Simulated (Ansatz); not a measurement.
# MgIF: complex band structure, part 3 of 3

Wanted: the relaxed cell of MgIF, its band edges and its decay constants. It is built by putting I for part of the F in the MgF2 structure of space group P4_2/mnm, with the volume rescaled by atomic radii. The parent structure comes from the Materials Project.

Ansatz 0.2.0; LDA DFT, plane waves, PAW files (the session's first sound run).

So far, gap on the k-mesh (eV): step 3 (the bulk crystal and its band edges, LDA) 1.53; step 4 (complex bands, plane (010), k-mesh 4×6×4, LDA) 1.53; step 5 (complex bands, plane (100), LDA) 1.53; step 6 (r2SCAN, cutoff 500 eV) 2.37.

The structure was built from a prototype and need not be the compound's stable phase.

### Step 7. Complex bands at another level, cutoff 500 eV

This step: r2SCAN DFT, plane waves, PAW files; complex bands by layer matching along the plane's normal (Ansatz 0.2.0).

The complex bands at that level, over its own gap, at (0, 0) and (0.5, 0).

The input, input.yaml:

```yaml
crystal:
  lattice:
    - [5.504880417, 0.0, 0.0]
    - [0.0, 3.623053242, 0.0]
    - [0.0, 0.0, 6.49741339]
  atoms:
    - { symbol: Mg, position: [0.5302397941, 0.5, 0.3343908854] }
    - { symbol: Mg, position: [0.0302397941, 0.0, 0.1656091146] }
    - { symbol: F, position: [0.7218955615, 0.0, 0.3272367289] }
    - { symbol: I, position: [0.7478646444, 0.5, 0.9192414355] }
    - { symbol: I, position: [0.2478646444, 0.0, 0.5807585645] }
    - { symbol: F, position: [0.2218955615, 0.5, 0.1727632711] }
kpoints:
  mp_grid: { grid: [4, 6, 4] }
scf:
  occupations: { method: fixed }
hamiltonian:
  xc: r2scan
output:
  eigenvalues: true
  transmission:
    leads: [[0, 0]]
    kpoints: [[0.0, 0.0], [0.5, 0.0]]
    e_range: [-1.0, 3.37]
    de: 0.07
```

Command:

```bash
$ ansatz run input.yaml --threads 2 --pin off --max-ram 4096MiB --backend cpu --events-out ev --progress --plain --runs-dir out
```

Numbers of over 12 decimals in the logs are rounded to 6 here.

What it wrote:

```text
[...]
Crystal: 6 atoms, lattice volume = 129.587 Å³
Basis set: ecut = 500 eV, 3287 PW (Γ), exchange–correlation on 180×108×192 points (64 copies of the dense FFT grid, shifted against one another)
Bands: 41, of which v1, the nominal top of the filled ones, is band 34 counted from 1 (33 counted from 0)
Symmetry: 4 space group operations
[...]
k-points: 36 of 96 (time reversal used)
[...]
SCF iter   1: F=—  HF=-20535.835693 eV  |F-HF|=—  |Δ(HF+E_count)|=         —  Δρ=6.31e-3  dr2=3.70e-2  dr2_τ=7.14e-2  ethr=1.77e-3  ⟨swp⟩=5.1  Hψ=5147  notcnv=0  defer=174
[...]
SCF iter   7: F=-20535.946961 eV  HF=-20535.946961 eV  |F-HF|=1.06e-8  |Δ(HF+E_count)|=   1.24e-7  Δρ=7.08e-6  dr2=5.58e-8  dr2_τ=2.43e-9  ethr=1.47e-10  ⟨swp⟩=13.2  Hψ=7093  notcnv=0
SCF 1 converged in 7 iterations: F = -20535.946961 eV  dr2 = 5.58e-8
[...]
transmission: 9 of 18 steps passed
transmission: 18 of 18 steps passed
SCF converged after 7 iterations
Free energy (F): -20535.946961 eV
[...]
Internal energy: -20535.946961 eV  (E = F + TS)
E sigma→0 (E₀):  -20535.946961 eV
Fermi energy:    6.665565 eV
[...]
--- Band table (eV; the first three rows and the last of 36) ---
  k-point 0: bands = [... 30 lower, 4.4910, 4.8198, 6.1221, 6.5985, 9.0332, 9.5891, 12.2806, 12.9679, ... 3 higher]
  k-point 1: bands = [... 30 lower, 4.1051, 4.8895, 6.0782, 6.6347, 9.6304, 10.1931, 12.5659, 12.7349, ... 3 higher]
  k-point 2: bands = [... 30 lower, 3.6600, 4.9562, 6.0396, 6.6656, 10.8890, 10.9056, 11.4259, 13.1757, ... 3 higher]
  k-point 35: bands = [... 30 lower, 4.3798, 4.3798, 4.6394, 4.6394, 10.7851, 10.7851, 12.4571, 12.4571, ... 3 higher]
--- Transmission ---
  basis      : 205 plane waves across, 9 finite elements along
  points     : 2, as listed
[...]
crystal 0  : I2Mg2F2, at the sites [0, 0], period 6.4974 Å: whole cells are its period
[...]
channels       : 0.000000e0 a spin
[...]
slowest decay  : 0.2752 /Å at (0.0000, 0.0000)
```

The job ended after 45 s (2 threads of Intel Xeon Platinum 8375C at 2.90GHz (Ice Lake), shared host; peak memory 0.97 GiB; 89 s of CPU time).

This step gave:

* level to which the leads are filled: 1.184 eV from the Fermi level
* decay constant at the filling level, zone centre: 0.2752 Å⁻¹
* decay constant at the filling level, slowest listed point: 0.2752 Å⁻¹

K parallel (0, 0); values up to 1.5 1/Å, a degenerate pair printed once or twice; energies at which all values exceed this have no row. The Im kz of the slowest decaying states by energy, zero at the highest filled level on the SCF mesh:

```tsv
energy (eV)	decay 1 (Å⁻¹)	decay 2 (Å⁻¹)	decay 3 (Å⁻¹)	decay 4 (Å⁻¹)
-1.000	0.295	0.480	0.522	0.534
-0.510	0.169	0.315	0.474	0.628
-0.020	0.32	0.458	0.717	1.05
0.470	0.311	0.431	0.703	0.812
1.030	0.285	0.389	0.888	1.00
1.520	0.243	0.340	0.917	1.01
2.010	0.168	0.277	0.859	0.933
2.500	0.191	0.758	0.912	0.940
2.990	0.681	0.858	0.940	1.22
```

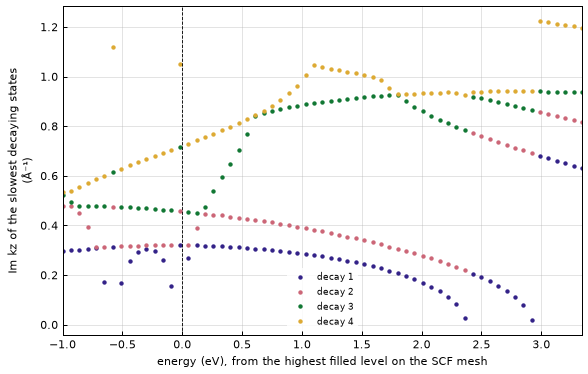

Im kz of the slowest decaying states, plotted against energy.

K parallel (0.5, 0); values up to 1.5 1/Å, a degenerate pair printed once or twice; energies at which all values exceed this have no row. The Im kz of the slowest decaying states by energy, zero at the highest filled level on the SCF mesh:

```tsv
energy (eV)	decay 1 (Å⁻¹)	decay 2 (Å⁻¹)	decay 3 (Å⁻¹)	decay 4 (Å⁻¹)
-1.000	0.348	0.841	1.21	1.22
-0.510	0.439	0.630	1.15	1.23
-0.020	0.504	0.686	1.07	1.27
0.470	0.555	0.817	0.976	1.33
1.030	0.598	0.854	0.878	1.41
1.520	0.622	0.746	0.906	1.34
2.010	0.629	0.640	0.921	1.26
2.500	0.534	0.618	0.929	1.20
2.990	0.414	0.590	0.931	1.14
```

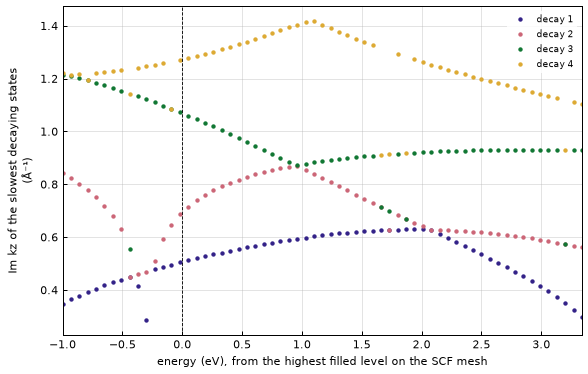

Im kz of the slowest decaying states against energy.

At the listed wavevectors the last open channel is at -0.02 eV and the next at +2.43 eV on the grid. At +1.17 eV, the grid energy nearest the filling level (the middle of the gap on the SCF mesh), the slowest state at the listed wavevectors decays with κ = 0.275 Å⁻¹, its amplitude falling by e over 3.6 Å; the first such run, plane (010), gave 0.218 Å⁻¹.

### Step 8. Outcome

```yaml
band_gap: 1.53 eV
least_decay_constant_at_mid_gap_normal_to_010: 0.218 Å⁻¹
least_decay_constant_at_mid_gap_normal_to_100: 0.146 Å⁻¹
least_decay_constant_r2scan: 0.275 Å⁻¹
```

With LDA, the slowest decay at the wavevectors tried is κ = 0.146 Å⁻¹, normal to (100). Through such a film the transmission near mid-gap falls as exp(−2κd), a factor of ten every 7.9 Å. The decay depends on direction: 1.5 times faster normal to (010). A free electron under a barrier of half the gap would need a mass of 0.11 mₑ to decay at this rate. With r2SCAN the gap goes from 1.53 to 2.37 eV and the decay constant, over the first 2 listed wavevectors, from 0.218 to 0.275 Å⁻¹. The compound is made up by substitution; its stability against other phases and against distortions of the cell's symmetry was not tested. A semilocal functional narrows gaps, while spin-orbit coupling, left out here, narrows them in compounds of heavy elements, so the error in κ can go either way.

[Logs are printed without paths, hosts, clocks, repeated set-up lines and the standing remarks that a program may print on its own settings, such as how far it seeks lower states.]

[Hosts, paths, dates, database ids (printed as entryN), source tags and the programs' standing remarks are cut or masked in the printed files.]

[New means built here by substitution; the compound itself may be known and measured.]
